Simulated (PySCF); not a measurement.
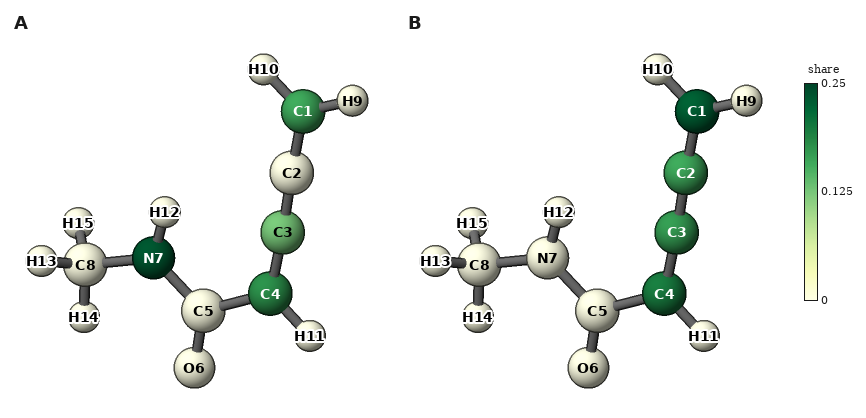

Each panel colours the atoms by their Löwdin share in one orbital (up to four of the largest shares; other atoms are shown as zero). The computed structure is the end point of a GFN2-xTB optimisation. No frequency run is at hand to confirm it as a minimum. Computed with ωB97X-D/def2-SVPD (PySCF 2.14.0).

> The panels show the HOMO, LUMO, in some order. Which is which?

A: HOMO, −9.10 eV; N7 0.23, C4 0.18, C1 0.16, C3 0.12
B: LUMO, −0.76 eV; C1 0.23, C4 0.20, C3 0.17, C2 0.16
